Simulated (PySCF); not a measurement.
# Ga, Ga⁺: ionisation energy in Sapporo-DKH3-DZP-2012

Wanted: the ionisation energy of gallium, up a ladder of methods.

Method: unrestricted determinants in a Gaussian basis, no spin-orbit coupling in the energies. Code: PySCF 2.14.0.

### Step 1. What is computed

* Element: gallium (Z = 31)
* Basis: Sapporo-DKH3-DZP-2012 (6s5p3d1f, 43 functions)
* Hamiltonian: scalar relativity by spin-free X2C-1e
* State 1: Ga: [Ar] 3d10 4s2 4p1, 2P determinant
* State 2: Ga⁺: [Ar] 3d10 4s2, closed-shell 1S
* Methods: UHF, MN15, LDA, MP2, CCSD(T)
* Core shells frozen in the correlated runs: valence: [Ar] 3d10 (for Ga)

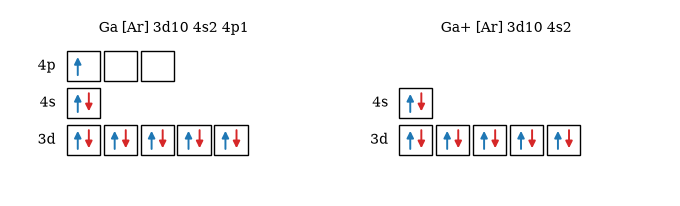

Occupation of the outer shells (arrows by Hund's rule).

The runs were made by one driver on top of PySCF. The scripts below sum up each run's settings (the driver also hands on starting orbitals that pick excited configurations, and frozen orbitals as a list rather than a count), and the logs come from the driver's own runs. The driver starts from symmetry-adapted Hartree-Fock orbitals, holds the occupation by maximum overlap and uses a logarithmic radial grid for functionals, so a plain start would take other cycles.

The driver's launch:

```
$ OMP_NUM_THREADS=1 python atomrun2.py TASK.json OUT
```

The integrals over 43 functions and the set-up took 0.29 s of CPU time.

### Step 2. Ga, method by method

#### UHF

File input.py:

```python
from pyscf import gto, scf, dft, mp, cc
import basis_set_exchange as bse
mol = gto.M(atom="Ga 0 0 0", charge=0, spin=1, symmetry="D2h",
            basis=gto.basis.parse(bse.get_basis("Sapporo-DKH3-DZP-2012", elements=["Ga"], fmt="nwchem", header=False)),
            nucmod="G")
mf = scf.UHF(mol).sfx2c1e()
mf.irrep_nelec = {'Ag': (6, 6), 'B1g': (1, 1), 'B2g': (1, 1), 'B3g': (1, 1), 'B1u': (2, 2), 'B2u': (3, 2), 'B3u': (2, 2)}
mf.kernel()
```

#### MN15

Changes to input.py:

```diff
@@ -5,3 +5,3 @@
             nucmod="G")
-mf = scf.UHF(mol).sfx2c1e()
+mf = dft.UKS(mol, xc="MN15").sfx2c1e()
 mf.irrep_nelec = {'Ag': (6, 6), 'B1g': (1, 1), 'B2g': (1, 1), 'B3g': (1, 1), 'B1u': (2, 2), 'B2u': (3, 2), 'B3u': (2, 2)}
```

#### LDA

Changes to input.py:

```diff
@@ -5,3 +5,3 @@
             nucmod="G")
-mf = dft.UKS(mol, xc="MN15").sfx2c1e()
+mf = dft.UKS(mol, xc="LDA,VWN").sfx2c1e()
 mf.irrep_nelec = {'Ag': (6, 6), 'B1g': (1, 1), 'B2g': (1, 1), 'B3g': (1, 1), 'B1u': (2, 2), 'B2u': (3, 2), 'B3u': (2, 2)}
```

#### MP2 (valence)

Changes to input.py:

```diff
@@ -5,4 +5,5 @@
             nucmod="G")
-mf = dft.UKS(mol, xc="LDA,VWN").sfx2c1e()
+mf = scf.UHF(mol).sfx2c1e()
 mf.irrep_nelec = {'Ag': (6, 6), 'B1g': (1, 1), 'B2g': (1, 1), 'B3g': (1, 1), 'B1u': (2, 2), 'B2u': (3, 2), 'B3u': (2, 2)}
 mf.kernel()
+mp.UMP2(mf, frozen=14).kernel()
```

#### CCSD(T) (valence)

Changes to input.py:

```diff
@@ -8,2 +8,3 @@
 mf.kernel()
-mp.UMP2(mf, frozen=14).kernel()
+mycc = cc.CCSD(mf, frozen=14).run()
+mycc.ccsd_t()
```

### Step 3. Ga⁺, method by method

#### UHF

File input.py:

```python
from pyscf import gto, scf, dft, mp, cc
import basis_set_exchange as bse
mol = gto.M(atom="Ga 0 0 0", charge=1, spin=0, symmetry="D2h",
            basis=gto.basis.parse(bse.get_basis("Sapporo-DKH3-DZP-2012", elements=["Ga"], fmt="nwchem", header=False)),
            nucmod="G")
mf = scf.UHF(mol).sfx2c1e()
mf.irrep_nelec = {'Ag': (6, 6), 'B1g': (1, 1), 'B2g': (1, 1), 'B3g': (1, 1), 'B1u': (2, 2), 'B2u': (2, 2), 'B3u': (2, 2)}
mf.kernel()
```

#### MN15

Changes to input.py:

```diff
@@ -5,3 +5,3 @@
             nucmod="G")
-mf = scf.UHF(mol).sfx2c1e()
+mf = dft.UKS(mol, xc="MN15").sfx2c1e()
 mf.irrep_nelec = {'Ag': (6, 6), 'B1g': (1, 1), 'B2g': (1, 1), 'B3g': (1, 1), 'B1u': (2, 2), 'B2u': (2, 2), 'B3u': (2, 2)}
```

#### LDA

Changes to input.py:

```diff
@@ -5,3 +5,3 @@
             nucmod="G")
-mf = dft.UKS(mol, xc="MN15").sfx2c1e()
+mf = dft.UKS(mol, xc="LDA,VWN").sfx2c1e()
 mf.irrep_nelec = {'Ag': (6, 6), 'B1g': (1, 1), 'B2g': (1, 1), 'B3g': (1, 1), 'B1u': (2, 2), 'B2u': (2, 2), 'B3u': (2, 2)}
```

#### MP2 (valence)

Changes to input.py:

```diff
@@ -5,4 +5,5 @@
             nucmod="G")
-mf = dft.UKS(mol, xc="LDA,VWN").sfx2c1e()
+mf = scf.UHF(mol).sfx2c1e()
 mf.irrep_nelec = {'Ag': (6, 6), 'B1g': (1, 1), 'B2g': (1, 1), 'B3g': (1, 1), 'B1u': (2, 2), 'B2u': (2, 2), 'B3u': (2, 2)}
 mf.kernel()
+mp.UMP2(mf, frozen=14).kernel()
```

#### CCSD(T) (valence)

Changes to input.py:

```diff
@@ -8,2 +8,3 @@
 mf.kernel()
-mp.UMP2(mf, frozen=14).kernel()
+mycc = cc.CCSD(mf, frozen=14).run()
+mycc.ccsd_t()
```

Q: Predict the outcome of this session.

As calculated:

```
             quantity                                                   value
ionisation energy, Ga  UHF 5.537, CCSD(T) (valence) 5.809 eV; reference 5.931
```

Each level's miss and price (over 1 difference):

| method | mean absolute miss against the measured value (with the measured fine structure taken into account where it is known) (eV) | CPU time, both states (s) |
| --- | --- | --- |
| UHF | 0.394 | 0.29 |
| MN15 | 0.053 | 2.3 |
| LDA | 0.124 | 0.6 |
| MP2 (valence) | 0.222 | 0.33 |
| SCS-MP2 (valence) | 0.239 | 0.33 |
| CCSD (valence) | 0.136 |  |
| CCSD(T) (valence) | 0.122 | 0.75 |

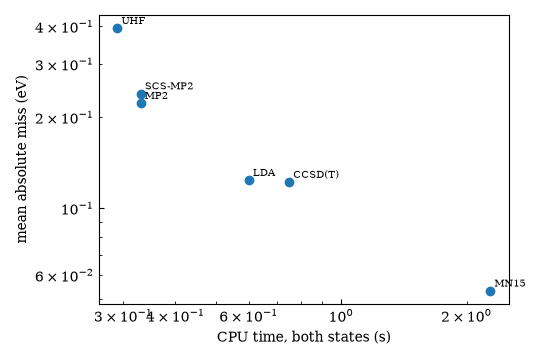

Miss against the measured value (with the measured fine structure taken into account where it is known) and CPU time.

**Reading.** Against experiment MN15 comes closest (off by 0.05 eV) and UHF is farthest (0.39 eV). Hartree-Fock falls short because the species with more electrons holds more correlation energy, which it lacks. LDA is off by +0.12 eV. The basis is finite, and no extrapolation was made. The dearest level timed, MN15, costs 7.9 times the cheapest, UHF, and differs from the measured value (with the measured fine structure taken into account where it is known) by 0.05 against 0.39 eV.
